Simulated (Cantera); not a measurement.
A closed system holds: 1 mol CO2, 1.4 mol H2O, 0.97 mol H2, equilibrated at 6.60 bar.

These are equilibrium values from Cantera (NASA tables, ideal gas, pure condensed phases), not measurements of a reactor. Candidate condensed phases: C, C6H6, C7H8, C8H18, H2O; 110 gas species. Equilibrium is a limit: real reactors are often held back by kinetics, nucleation or transport.

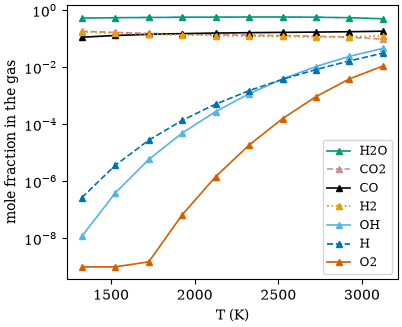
Figure: Equilibrium gas composition (values under 1e-9 drawn at 1e-9)

From 1325 K to 3125 K nothing is condensed. The main C-bearing gas is CO2 at 1325 K and CO at 3125 K.
